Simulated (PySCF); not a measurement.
Consider C5H11BO2Si.

The calculation's input:

```
{"job": {"kind": "nmr", "xc": "PBE0", "basis": "pcSseg-1"}, "charge": 0, "multiplicity": 1}
C      2.336815    -1.065486     0.524159
C      2.374974     0.374273     0.017388
Si     0.887758     1.413355     0.604941
C     -0.696243     0.566310     0.061296
C     -1.280641     0.793333    -1.184865
O     -2.318087     0.240202    -1.635303
B     -3.073150    -0.828913    -0.822077
O     -2.419832    -0.980417     0.564822
C     -1.374619    -0.347230     0.868364
H      2.354609    -1.091600     1.611430
H      1.433422    -1.570266     0.187026
H      3.194911    -1.627147     0.158954
H      2.405649     0.363906    -1.074436
H      3.305022     0.841124     0.344392
H      0.873893     1.514150     2.069114
H      0.945494     2.748601     0.000162
H     -0.819741     1.525538    -1.852941
H     -2.959324    -1.868135    -1.391386
H     -4.186028    -0.445686    -0.661988
H     -0.990029    -0.545231     1.872158
```

Run with:

```sh
OMP_NUM_THREADS=1 python probes_run.py task.json out
```

Geometry: GFN2-xTB.

All numbers below come from PySCF, PBE0/pcSseg-1, SCF density, gas phase, non-relativistic.

Q: Predict the electron density and electron localisation function between the atoms.

A: C–O (1.26 Å): ρ at the midpoint is about 2.9 e/Å³; the ELF peaks at about 0.85 between the atoms; a short, strongly polar bond.
C–C (1.39 Å): ρ is about 2.1 e/Å³ halfway; the ELF peaks at about 0.95 between the atoms (a covalent bond).
B–O (1.54 Å): ρ is about 1.3 e/Å³ halfway; the ELF peaks at about 0.90 between the atoms; a polar covalent bond.
C–Si (1.88 Å): the density is about 0.92 e/Å³ at the midpoint; the ELF peaks at about 0.95 between the atoms (localised, covalent bonding).

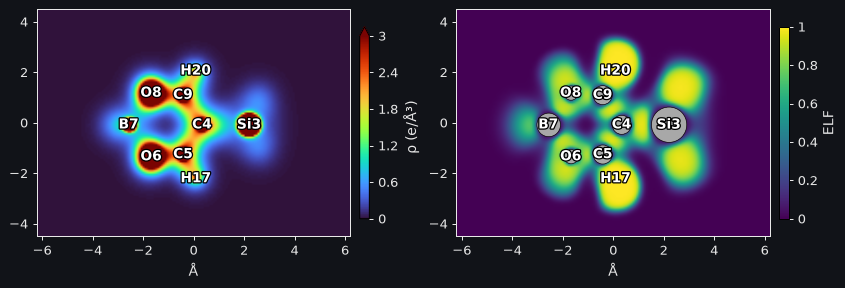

Computed electron density and electron localisation function on the plane of atoms Si3, C4 and C9, in this order. Grey discs cover the atomic cores in the ELF map. 
